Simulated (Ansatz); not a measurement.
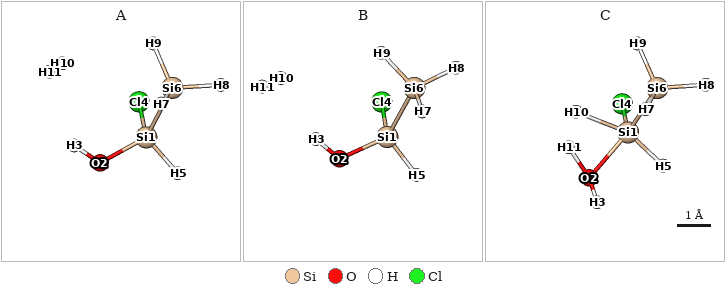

3 geometries from a converged minimum-energy path of Si2H7OCl, made up at the start of Si$_{2}$H$_{5}$OCl and H₂, shuffled. A ball-and-stick model, seen from a free direction.

Theory: RKS CAM-B3LYP/6-31G* in Ansatz. Run with 5 movable images; climbing image; force threshold 0.03 eV/Å; iteration limit 60; starting path through a guess of the saddle point.

> One of them is the converged climbing image. Which?

C. In order along the path, whose images run from 0 to 6: B (image 0, 0.00 eV), A (image 1, +0.03 eV), C (image 3, +2.54 eV). Breaking: H10–H11 (0.75 → 1.12 at the top → 2.99 Å), Si1–O2 (1.65 → 1.86 at the top → 2.74 Å). Forming: O2–H11 (3.29 → 1.15 at the top → 0.97 Å), Si1–H10 (4.00 → 1.77 at the top → 1.48 Å).

Limits of the set-up: the start holds two separate molecules, 2.3 Å apart at their closest, whose relative position is a soft coordinate and is computed without a dispersion correction.
